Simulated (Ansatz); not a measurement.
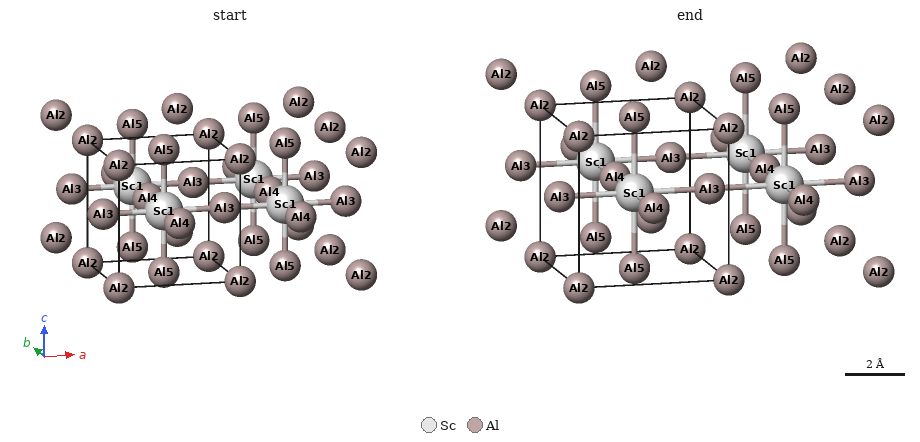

The structure of a crystal of ScAl4 (a generated structure, set up in Pm-3m) (coarse preliminary run) before (left) and after (right) a relaxation, at one scale.

A ball-and-stick model of the cell of the calculation, repeated 2 × 2 × 1 with one cell outlined, seen slightly off an axis.

All numbers below come from DFT PBE, scalar-relativistic, plane waves, PAW in Ansatz.

Input file:
```yaml
crystal:
  lattice:
    - [4.25915386, 0.0, 0.0]
    - [0.0, 4.25915386, 0.0]
    - [0.0, 0.0, 4.25915386]
  atoms:
    - { symbol: Sc, position: [0.5, 0.5, 0.5] }
    - { symbol: Al, position: [0.0, 0.0, 0.0] }
    - { symbol: Al, position: [0.0, 0.5, 0.5] }
    - { symbol: Al, position: [0.5, 0.0, 0.5] }
    - { symbol: Al, position: [0.5, 0.5, 0.0] }
basis:
  ecutwfc: 420
kpoints:
  mp_grid: { grid: [4, 4, 4] }
hamiltonian:
  xc: pbe
scf:
  occupations: { method: gaussian, width: 0.1 }
  lower_state_search: "off"
output:
  forces: true
  stress: true
  eigenvalues: true
relax:
  adjacent_minimum: "off"
  f_tol: 0.04
  max_steps: 70
  cell: { stress_tol: 0.4 }
```

Command:
```bash
ansatz run input.yaml --threads 1 --pin off --max-ram 2048MiB --backend cpu --events-out ev --progress --plain --runs-dir out
```

Q: Summarise the run.

A: The energy falls by 1101 meV per atom in 6 accepted moves (8 points after the start). All forces vanish by symmetry, so only the cell relaxes. Pressure: 41.45 GPa at the start and 0.14 GPa at the end. At 2 points the geometry stayed and the basis and grid were re-selected for the new cell (energy shift of 33.1 meV per atom at most each time). No atom moves by more than 0.005 Å relative to the cell. Cell: a = b = c 4.259 → 5.267 Å (+23.7 %). Volume +89.1 %. Some distances before and after: Sc1–Al3 2.130 → 2.633 Å. The space group stays Pm-3m (No. 221).
